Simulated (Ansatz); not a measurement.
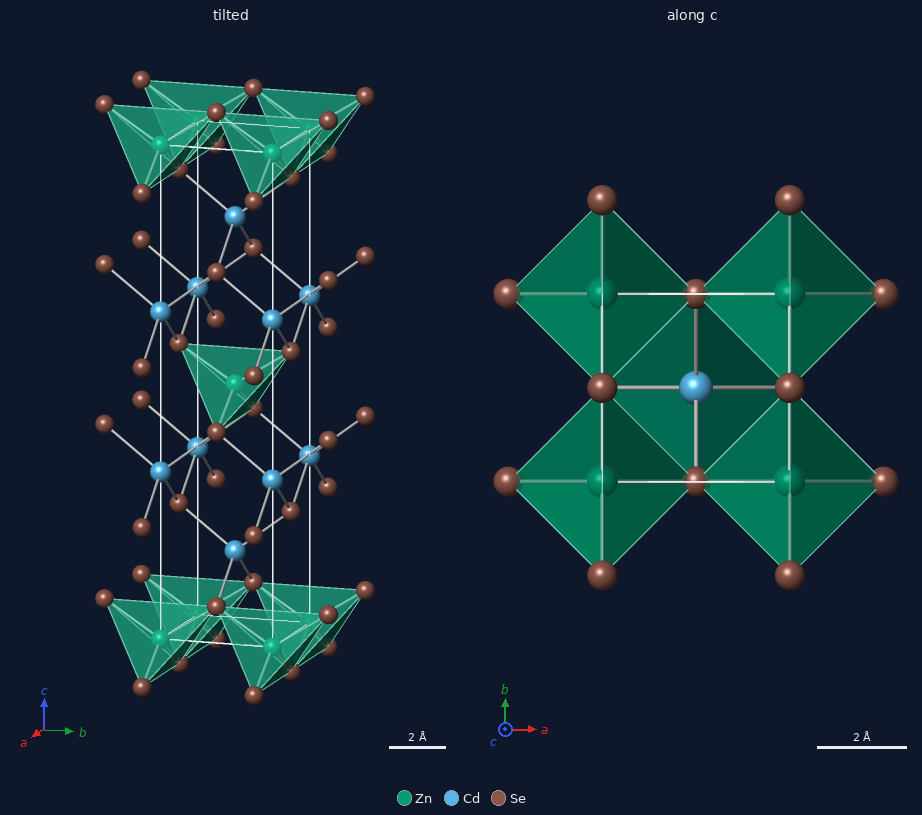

Polyhedral representation of a periodic structure, projected slightly off an axis and along the c axis. Thin lines show the conventional unit cell, with boundary atoms drawn in all their periodic places. Some atoms of the next cells are drawn as well.

ZnCd2Se3, space group I-4m2 (No. 119), a = 4.254 Å, b = 4.254 Å, c = 18.269 Å, α = 90.00°, β = 90.00°, γ = 90.00°. The cell started as a structure type filled with these elements by a generator (whether the compound takes this form wasn't checked). Earlier steps of the study may have refined or changed the cell and positions. A calculation with Ansatz used it as input.

This one geometry was computed with Ansatz (DFT, plane waves, PAW) at three levels of theory: PBE, r2SCAN and LDA.

### Which level gives the highest pressure at this volume, and what does that say about its equilibrium volume?

Highest: PBE (0.0 GPa), which points to the largest equilibrium volume. Lowest, with the smallest volume: LDA (-4.6 GPa). Levels within 0.5 GPa of each other can't be told apart.

### How does the band gap change with the level of theory?

LDA: a gap of 0.34 eV, direct; PBE: a gap of 0.61 eV, direct; r2SCAN: a gap of 1.11 eV, direct.

### Collect the results in a table.

| level | cutoff (eV) | k-mesh of the run's cell | gap (eV) | pressure (GPa) |
| --- | --- | --- | --- | --- |
| PBE | 420 | 10×10×10 | 0.61 | 0.0 |
| r2SCAN | 500 | 10×10×10 | 1.11 | -1.7 |
| LDA | 420 | 10×10×10 | 0.34 | -4.6 |

Gaps are taken on the k-mesh or band path of each run.
